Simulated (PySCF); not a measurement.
SMILES [SiH2]([SiH2][SiH2]C)N (CH11NSi3) at its GFN2-xTB optimised geometry (Å):

```
16

Si    -1.8990     0.2755     0.0000
C     -2.5984     2.0432     0.0000
Si     0.4169     0.2755     0.0000
Si     1.4744    -1.7896     0.0250
N      3.2051    -1.7760     0.0090
H     -2.4583    -0.4141     1.1731
H     -2.4590    -0.4141    -1.1727
H     -3.6851     2.0506     0.0008
H     -2.2666     2.5932    -0.8763
H     -2.2653     2.5936     0.8756
H      0.9012     1.0950     1.1318
H      0.9011     1.0671    -1.1516
H      1.1414    -2.5936    -1.1556
H      1.1635    -2.5538     1.2376
H      3.6851    -1.4170     0.8189
H      3.6702    -1.4454    -0.8215
```

Computed with PBE0/def2-TZVP (PySCF).

Map of the HOMO−1 amplitude (bohr^(-3/2)) on the plane z = 1.0 Å; orbital energy -8.43 eV, overall sign arbitrary:

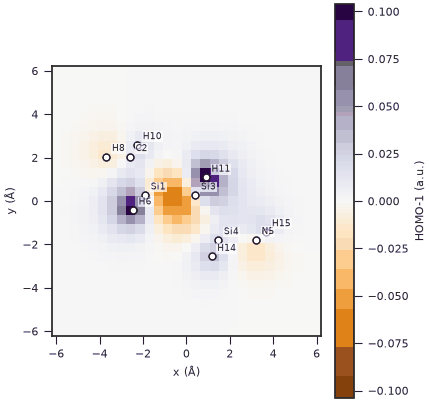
Fig. 1. HOMO−1 amplitude (bohr^(-3/2)) on the plane z = 1.0 Å.
